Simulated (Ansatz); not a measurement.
A series of calculations on GeHClF$_{4}$

Part 1: Relaxation

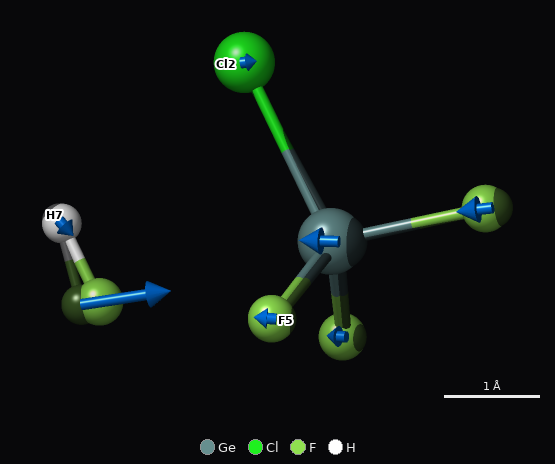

This is a relaxation of GeHClF₄. The starting structure is drawn faded, the final one solid; blue arrows show the displacements, 5 times their true length. The two geometries are superimposed by the best rigid fit.

A ball-and-stick model, seen at a tilt.

The run prepares an end point of a later path (reaction) calculation, from a guessed geometry.

These are results of Ansatz, RKS r2SCAN/def2-SVP, not measurements. (no spin polarisation; force threshold 0.03 eV/Å; at most 50 steps)

**What happened in the run?**

Over 5 geometry steps the energy falls by 0.061 eV. Largest force component: 1 eV/Å at the start, 0.017 eV/Å at the end. The atom that moves furthest after the best rigid fit is an F atom (0.20 Å). Largest moves by element: F 0.20 Å, Ge 0.09 Å, H 0.05 Å, Cl 0.03 Å. Some distances before and after: F–Ge 2.876 → 2.594 Å, Cl–Ge 2.186 → 2.127 Å, F–Ge 1.708 → 1.713 Å. Among the angles between lasting bonds that change: Cl–Ge–F 108.2° → 105.8°. The run took 18 s on 4 threads of Arm Neoverse V1, on a shared host, peak memory 0.19 GiB.

Limits of the set-up: the start holds two separate molecules, 2.6 Å apart at their closest, whose relative position is a soft coordinate and is computed without a dispersion correction.

Part 2: Relaxation

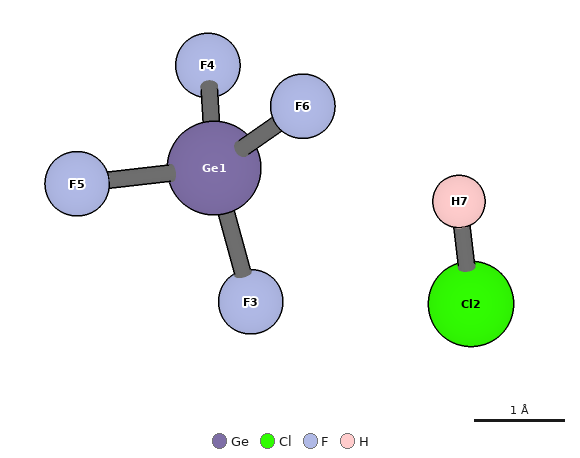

This is the input geometry for a relaxation of GeHClF₄. Style: ball-and-stick. Shown at a tilt.

The run prepares an end point of a later path (reaction) calculation, from a guessed geometry.

The calculation used Ansatz 0.2.0, RKS r2SCAN/def2-SVP.

The input:
```yaml
crystal:
  periodic: [false, false, false]
  atoms:
    - { symbol: Ge, position_ang: [-0.4049, 0.0, -0.4365] }
    - { symbol: Cl, position_ang: [0.081522, 0.0, 2.958458] }
    - { symbol: F, position_ang: [1.197631, 0.0, 0.122653] }
    - { symbol: F, position_ang: [-0.615882, 1.397481, -1.385814] }
    - { symbol: F, position_ang: [-0.615882, -1.397481, -1.385814] }
    - { symbol: F, position_ang: [-1.695251, 0.0, 0.664546] }
    - { symbol: H, position_ang: [-1.229736, 0.0, 2.736072] }
basis:
  gaussian: { orbitals: def2-SVP }
hamiltonian:
  xc: r2scan
relax:
  f_tol: 0.03
  max_steps: 50
```

Launched with:
```bash
ansatz run input.yaml --threads 4 --pin off --max-ram 5120MiB --backend cpu --events-out ev --progress --plain --runs-dir out
```

> Predict the outcome.

The largest move after the best rigid fit is that of Cl2, 0.40 Å. By element the largest moves are Cl 0.40 Å, Ge 0.13 Å, F 0.13 Å, H 0.13 Å. Near-neighbour distances that change, for instance: Ge1–Cl2 3.430 → 3.947 Å, Cl2–H7 1.330 → 1.288 Å, Ge1–F6 1.696 → 1.711 Å. Bond angles that change, for instance: F3–Ge1–F6 120.3° → 111.4°, F4–Ge1–F6 105.5° → 107.9°, F3–Ge1–F4 107.5° → 109.6°. After 5 geometry steps the energy has fallen by 2.35 kcal/mol. Largest force component: 1.2 eV/Å at the start, 0.02 eV/Å at the end. The run took 17 s on 4 threads of Arm Neoverse V1, on a shared host, peak memory 0.19 GiB.

Final geometry:

```xyz
7

Ge   -0.4265    0.0000   -0.5626
Cl    0.0241    0.0000    3.3590
F     1.1276    0.0000    0.1185
F    -0.6335    1.3953   -1.5116
F    -0.6335   -1.3953   -1.5116
F    -1.6378    0.0000    0.6462
H    -1.1028    0.0000    2.7357
```

After the run, drawn alike:

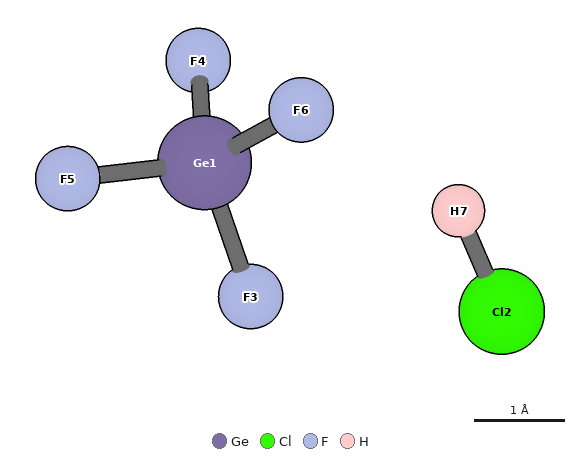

Part 3: Path

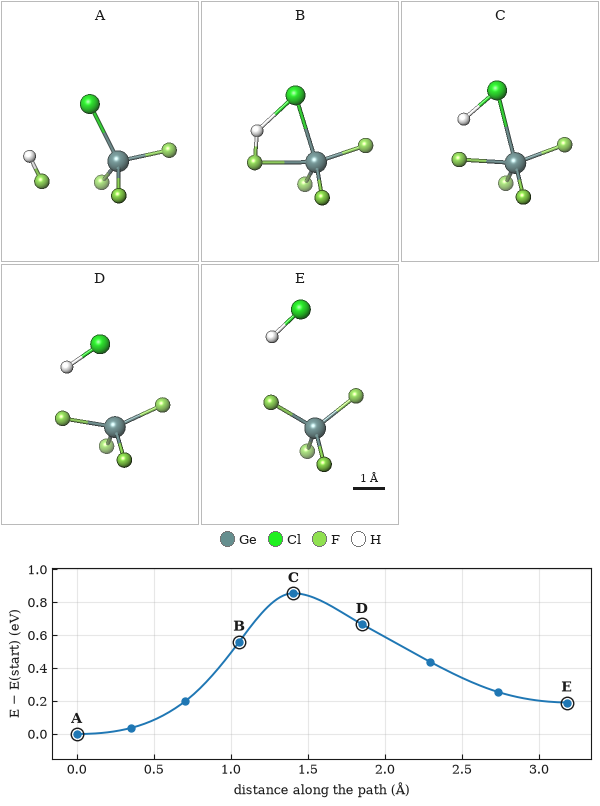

A nudged-elastic-band calculation for GeHClF4, made up at the start of GeClF₃ and HF. Images are numbered from 0 (start) to 8 (end). Frames A to E are images 0, 3, 4, 5, 8. Style: ball-and-stick. Shown at a tilt.

All numbers below come from RKS r2SCAN/def2-SVP in Ansatz. Run with 7 movable images; climbing image; force threshold 0.03 eV/Å; iteration limit 60; starting path through a guess of the saddle point.

> What happens along the path, and what is the barrier?

Breaking: F–H (0.93 → 2.16 Å), Cl–Ge (2.13 → 3.95 Å). Forming: Cl–H (2.59 → 1.29 Å), F–Ge (2.59 → 1.71 Å). The highest point, image 4, lies 0.86 eV above the start and 0.66 eV above the end; the end is at +0.19 eV relative to the start. The band converged in 10 iterations. The largest component of the band force went from 7.7 to 0.03 eV/Å. The climbing image converged on the top of the path. Its vibrational analysis gives 2 imaginary modes over 30i cm⁻¹, so it isn't confirmed as a transition state.

Limits of the set-up: the start holds two separate molecules, 2.6 Å apart at their closest, whose relative position is a soft coordinate and is computed without a dispersion correction.

The run took 3.4 min on 4 threads of Arm Neoverse V1, on a shared host, peak memory 0.2 GiB.
